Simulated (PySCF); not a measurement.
Al(OH)(SiH3)2, SMILES [OH][Al]([SiH3])[SiH3] at its PBE0/def2-SVP optimised geometry (Å):

```
11

Al    -0.3067    -0.1021     1.9459
O      0.1753     0.5780     3.4386
H     -0.0456     0.2764     4.3216
Si    -1.7502    -2.1005     1.9139
H     -2.0752    -2.5321     0.5164
H     -3.0488    -1.8495     2.6233
H     -1.0938    -3.2604     2.6039
Si     0.5759     1.1016     0.0000
H      0.1244     0.4860    -1.2898
H      2.0752     1.1016     0.0000
H      0.1268     2.5321     0.0000
```

Level of theory: PBE0/def2-TZVP run with PySCF 2.14.0.

Map of the log10 of the electron density (e/bohr³), floored at −4 on the plane z = 1.5 Å:

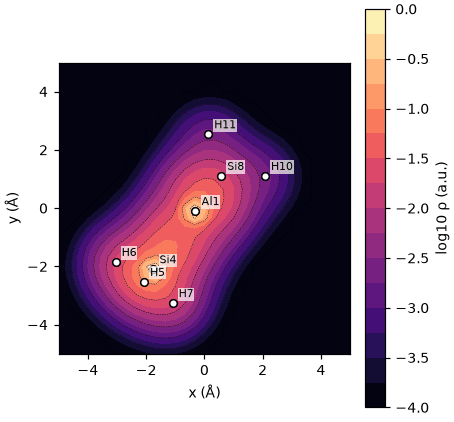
*Log10 of the electron density (e/bohr³), floored at −4 on the plane z = 1.5 Å.*
